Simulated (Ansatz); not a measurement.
## Run report: LiBNH3O, nudged elastic band

- system: LiBNH3O
- method: RKS BLYP-D4/cc-pVDZ (Ansatz 0.2.0)

It belongs to a series of runs on one base structure; here: band between the two ends. Figures and captions count atoms from 1; the log counts them from 0 in places.

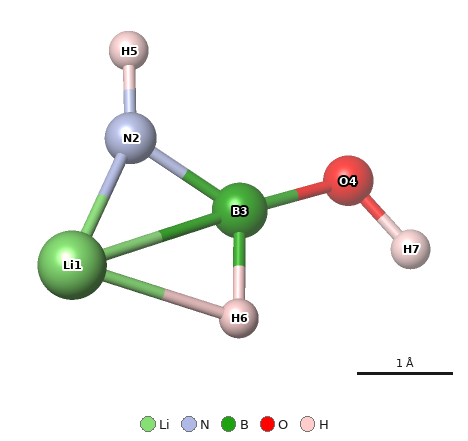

*The starting structure (ball-and-stick view, seen at a tilt; atoms are numbered from 1 in the order of the input). Sticks mark near contacts.*

**The input**
```yaml
crystal:
  periodic: [false, false, false]
  atoms:
    - { symbol: Li, position_ang: [-0.983176, -1.391981, -1.195801] }
    - { symbol: "N", position_ang: [-0.00048, -1.171964, 0.265757] }
    - { symbol: B, position_ang: [0.01109, 0.189677, -0.026002] }
    - { symbol: O, position_ang: [0.623426, 1.231437, 0.678892] }
    - { symbol: H, position_ang: [0.506408, -1.461529, 1.111398] }
    - { symbol: H, position_ang: [-0.626934, 0.511813, -1.080835] }
    - { symbol: H, position_ang: [0.469666, 2.092547, 0.246571] }
basis:
  gaussian: { orbitals: cc-pVDZ }
hamiltonian:
  xc: blyp
  dispersion: d4
neb:
  order_check: false
  images: 7
  f_tol: 0.05
  max_iterations: 60
  initial_path: idpp
  final_atoms:
    - { symbol: Li, position_ang: [-0.95208761, -1.51270823, -1.1217829] }
    - { symbol: "N", position_ang: [0.03014496, -1.00952901, 0.2764151] }
    - { symbol: B, position_ang: [-0.1011953, 0.28893557, -0.2204918] }
    - { symbol: O, position_ang: [0.35458617, 1.5432333, 0.19467706] }
    - { symbol: H, position_ang: [0.5702958, -1.15140133, 1.13893034] }
    - { symbol: H, position_ang: [-0.77901524, 0.38656161, -1.28515129] }
    - { symbol: H, position_ang: [0.87727122, 1.4549081, 1.01738349] }
```

Run on 1 thread of Intel Xeon (Sapphire Rapids), 192 GiB of memory available, shared host.

Run as:
```bash
ansatz run input.yaml --threads 1 --pin off --max-ram 2048MiB --backend cpu --events-out ev --progress --plain --runs-dir out
```

**Log**
```
Engine: ansatz 0.2.0, x86_64-unknown-linux-gnu
Functional definition: BLYP
  parameter beta = 0.0042
  parameter a = 0.04918
  parameter b = 0.132
  parameter c = 0.2533
  parameter d = 0.349
  exchange = b88_x(beta = beta)
  correlation = lyp_c(a = a, b = b, c = c, d = d)
786 factors; their error is unknown
mean field evaluation 1: about -4453.6391 eV, gradient 8.5e1 eV
mean field evaluation 2: about -4327.4571 eV, gradient 1.8e2 eV
mean field evaluation 4: about -4467.5401 eV, gradient 2.2e1 eV
mean field evaluation 8: about -4468.5248 eV, gradient 8.7e-2 eV
mean field evaluation 16: about -4468.4862 eV, gradient 4.6e-5 eV
mean field -4468.48615223 eV, -164.2138372459 hartree, gradient 4.6e-5 eV, S^2 0.000000; 0 other end points of the search recorded, 0 dependent functions left out
the calculation of the forces begins
reference -4468.48652709 eV, -164.2138510217 hartree; 13, 13 occupied and 58, 58 virtual orbitals, 786 factors
786 factors; their error is unknown
mean field evaluation 32: about -4468.4969 eV, gradient 4.8e-5 eV
mean field -4468.49693991 eV, -164.2142336858 hartree, gradient 4.8e-5 eV, S^2 0.000000; 0 other end points of the search recorded, 0 dependent functions left out
[... from here on the field's lines of each further geometry are left out, up to the last ...]
NEB iter   1: max|band force component| = 1.965e0 eV/Å  barrier→ = 0.5808 eV  barrier← = 0.5922 eV  Δτ_max = 0.1977 Å  (245 SCF iters)
NEB iter   2: max|band force component| = 1.193e0 eV/Å  barrier→ = 0.3221 eV  barrier← = 0.3336 eV  Δτ_max = 0.0698 Å  (236 SCF iters)
NEB iter   3: max|band force component| = 3.430e-1 eV/Å  barrier→ = 0.2955 eV  barrier← = 0.3070 eV  CI = image 4  Δτ_max = 0.0364 Å  (210 SCF iters)
NEB iter   4: max|band force component| = 2.537e-1 eV/Å  barrier→ = 0.2866 eV  barrier← = 0.2980 eV  CI = image 4  Δτ_max = 0.0488 Å  (221 SCF iters)
NEB iter   5: max|band force component| = 9.875e-2 eV/Å  barrier→ = 0.2796 eV  barrier← = 0.2910 eV  CI = image 4  Δτ_max = 0.0483 Å  (221 SCF iters)
NEB iter   6: max|band force component| = 5.081e-2 eV/Å  barrier→ = 0.2775 eV  barrier← = 0.2889 eV  CI = image 4  Δτ_max = 0.0139 Å  (215 SCF iters)
the calculation of the forces begins
reference -4468.46712473 eV, -164.2131379979 hartree; 13, 13 occupied and 58, 58 virtual orbitals, 786 factors
786 factors; their error is unknown
mean field -4468.20909188 eV, -164.2036554655 hartree, gradient 2.2e-5 eV, S^2 0.000000; 1 other end points of the search recorded, 0 dependent functions left out
the calculation of the forces begins
reference -4468.20946455 eV, -164.2036691610 hartree; 13, 13 occupied and 58, 58 virtual orbitals, 786 factors
NEB iter   7: max|band force component| = 2.177e-2 eV/Å  barrier→ = 0.2773 eV  barrier← = 0.2888 eV  CI = image 4  Δτ_max = 0.0000 Å  (393 SCF iters)
```

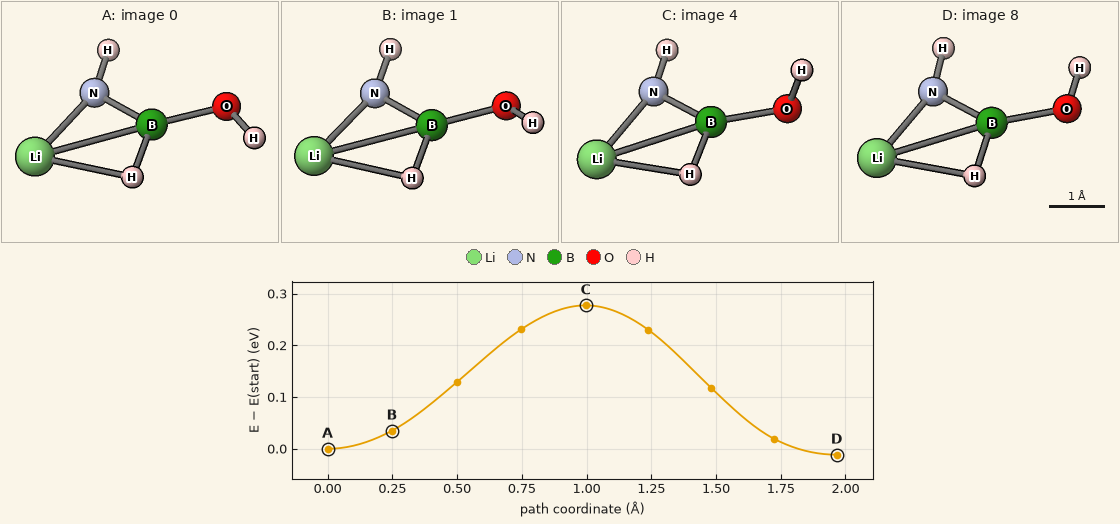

*Images of the last band (counted from 0; ball-and-stick, seen at a tilt) above the energy along the path; the line is a cubic interpolation that uses the forces.*

The highest image is number 4, 0.277 eV above the start and 0.289 eV above the end (the climbing image); the end lies 0.011 eV below the start. The path is 1.97 Å long. The band converged in 7 iterations.

```
Total energy: -4468.41484204 eV, -164.2112166445 hartree
Atom 0 at    -0.804347    -1.449643    -1.287616 Å, force     0.005410     0.000057     0.002711 eV/Å
Atom 1 at     0.241926    -1.094923     0.121026 Å, force     0.001687    -0.014325     0.004756 eV/Å
Atom 2 at    -0.182357     0.219512    -0.019637 Å, force    -0.008698     0.010050    -0.017574 eV/Å
Atom 3 at     0.028324     1.367678     0.772593 Å, force     0.002773    -0.002453     0.004661 eV/Å
Atom 4 at     0.856309    -1.293671     0.921539 Å, force    -0.003895     0.007431    -0.003693 eV/Å
Atom 5 at    -0.969225     0.391657    -1.020604 Å, force     0.001524     0.000143     0.008730 eV/Å
Atom 6 at     0.829370     1.859389     0.512680 Å, force     0.001200    -0.000903     0.000410 eV/Å
Dipole moment:    -0.120010    -0.398311    -0.686354 e Å
this run last wrote the band of iteration 7 to [file]
```

**The last band as extended XYZ (Å, eV, eV/Å)**
```
7
Properties=species:S:1:pos:R:3:forces:R:3 image=0 energy=-4468.69182
Li   -0.9832   -1.3920   -1.1958    0.0001   0.0000   0.0001
N    -0.0005   -1.1720    0.2658   -0.0004   0.0013  -0.0003
B     0.0111    0.1897   -0.0260   -0.0010  -0.0029  -0.0021
O     0.6234    1.2314    0.6789    0.0007   0.0012   0.0013
H     0.5064   -1.4615    1.1114    0.0000   0.0009  -0.0003
H    -0.6269    0.5118   -1.0808    0.0005  -0.0003   0.0012
H     0.4697    2.0925    0.2466    0.0000  -0.0002   0.0001
7
Properties=species:S:1:pos:R:3:forces:R:3 image=1 energy=-4468.65667
Li   -0.9091   -1.4264   -1.2490   -0.0077   0.0194   0.0080
N     0.0316   -1.1688    0.2330   -0.0203  -0.0093   0.0295
B    -0.0566    0.1996   -0.0116    0.0415  -0.0180  -0.0063
O     0.4835    1.2343    0.7618    0.1531  -0.0386  -0.0310
H     0.6007   -1.4204    1.0518   -0.0460  -0.0606   0.0056
H    -0.7238    0.5138   -1.0512    0.0627   0.0300   0.0160
H     0.5737    2.0679    0.2651   -0.1833   0.0770  -0.0219
7
Properties=species:S:1:pos:R:3:forces:R:3 image=2 energy=-4468.56336
Li   -0.8556   -1.4378   -1.2805   -0.0013   0.0147  -0.0029
N     0.0994   -1.1555    0.1921   -0.0530  -0.0391   0.0429
B    -0.1078    0.2051   -0.0100    0.0473  -0.0221  -0.0048
O     0.3088    1.2596    0.8172    0.2242  -0.1007   0.0479
H     0.6921   -1.3729    1.0046   -0.0570  -0.0715   0.0011
H    -0.8032    0.4817   -1.0474    0.0964   0.0609   0.0231
H     0.6664    2.0198    0.3240   -0.2566   0.1579  -0.1073
7
Properties=species:S:1:pos:R:3:forces:R:3 image=3 energy=-4468.46091
Li   -0.8188   -1.4428   -1.2949    0.0011   0.0096  -0.0113
N     0.1758   -1.1289    0.1524   -0.0414  -0.0490   0.0264
B    -0.1489    0.2113   -0.0134    0.0294  -0.0159  -0.0023
O     0.1477    1.3045    0.8229    0.1338  -0.1017   0.1137
H     0.7776   -1.3312    0.9620   -0.0406  -0.0377   0.0015
H    -0.8847    0.4380   -1.0403    0.0736   0.0487   0.0085
H     0.7513    1.9491    0.4114   -0.1560   0.1460  -0.1365
7
Properties=species:S:1:pos:R:3:forces:R:3 image=4 energy=-4468.41447
Li   -0.8043   -1.4496   -1.2876    0.0054   0.0001   0.0027
N     0.2419   -1.0949    0.1210    0.0017  -0.0143   0.0048
B    -0.1824    0.2195   -0.0196   -0.0087   0.0100  -0.0176
O     0.0283    1.3677    0.7726    0.0028  -0.0025   0.0047
H     0.8563   -1.2937    0.9215   -0.0039   0.0074  -0.0037
H    -0.9692    0.3917   -1.0206    0.0015   0.0001   0.0087
H     0.8294    1.8594    0.5127    0.0012  -0.0009   0.0004
7
Properties=species:S:1:pos:R:3:forces:R:3 image=5 energy=-4468.46179
Li   -0.8072   -1.4636   -1.2626    0.0068  -0.0155   0.0279
N     0.2896   -1.0634    0.0972    0.0360   0.0249  -0.0066
B    -0.2066    0.2286   -0.0320   -0.0422   0.0346  -0.0409
O    -0.0338    1.4336    0.6752   -0.0785   0.1089  -0.1714
H     0.9351   -1.2572    0.8734    0.0362   0.0477  -0.0192
H    -1.0558    0.3503   -0.9828   -0.0759  -0.0459   0.0169
H     0.8788    1.7717    0.6315    0.1177  -0.1546   0.1932
7
Properties=species:S:1:pos:R:3:forces:R:3 image=6 energy=-4468.57398
Li   -0.8266   -1.4876   -1.2175    0.0050  -0.0334   0.0441
N     0.3188   -1.0346    0.0819    0.0145   0.0364  -0.0005
B    -0.2260    0.2407   -0.0489   -0.0342   0.0391  -0.0562
O    -0.0378    1.4935    0.5527   -0.0093   0.1279  -0.2668
H     1.0167   -1.2106    0.8148    0.0566   0.0755  -0.0358
H    -1.1437    0.3155   -0.9297   -0.0956  -0.0398   0.0290
H     0.8985    1.6831    0.7467    0.0631  -0.2057   0.2863
7
Properties=species:S:1:pos:R:3:forces:R:3 image=7 energy=-4468.67242
Li   -0.8615   -1.5248   -1.1528   -0.0089  -0.0350   0.0358
N     0.3292   -1.0094    0.0734   -0.0138   0.0155  -0.0010
B    -0.2384    0.2567   -0.0753    0.0024   0.0216  -0.0308
O     0.0062    1.5350    0.4363    0.0424   0.0495  -0.1451
H     1.0972   -1.1468    0.7413    0.0407   0.0678  -0.0296
H    -1.2192    0.2962   -0.8785   -0.0472  -0.0041   0.0039
H     0.8865    1.5931    0.8556   -0.0155  -0.1152   0.1669
7
Properties=species:S:1:pos:R:3:forces:R:3 image=8 energy=-4468.70323
Li   -0.9652   -1.4845   -1.1480    0.0010   0.0006   0.0022
N     0.0189   -1.0141    0.2603   -0.0027  -0.0072  -0.0027
B    -0.0976    0.2935   -0.2161    0.0028   0.0035   0.0006
O     0.3703    1.5361    0.2202    0.0007  -0.0033   0.0022
H     0.5554   -1.1754    1.1216    0.0005   0.0030   0.0005
H    -0.7718    0.4152   -1.2806    0.0000   0.0019   0.0004
H     0.8900    1.4291    1.0425   -0.0024   0.0014  -0.0031
```

**Summary**

```tsv
quantity	value
outcome	converged
barrier, forward	0.277 eV
barrier, backward	0.289 eV
wall time	2.1 min
peak memory	0.14 GiB
```

**Notes**

The order of the saddle point was not checked.
